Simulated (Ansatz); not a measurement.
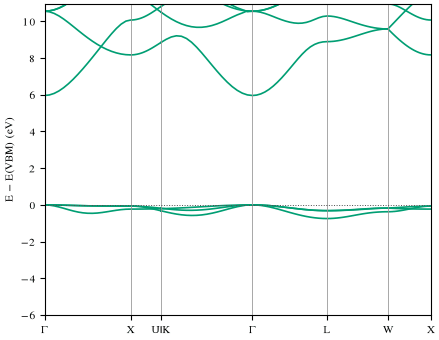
*Band structure from PBE (plane waves, PAW; program Ansatz)*

Q: Read off the gap and where the band edges lie.

A: About 6.0 eV (5.96 eV by a search for the band edges); maximum at Γ, minimum at Γ.

The material is KF (rock salt, Fm-3m).

The PBE relaxation kept the symmetry of its start.

Potentials: the later of the program's two PAW sets.
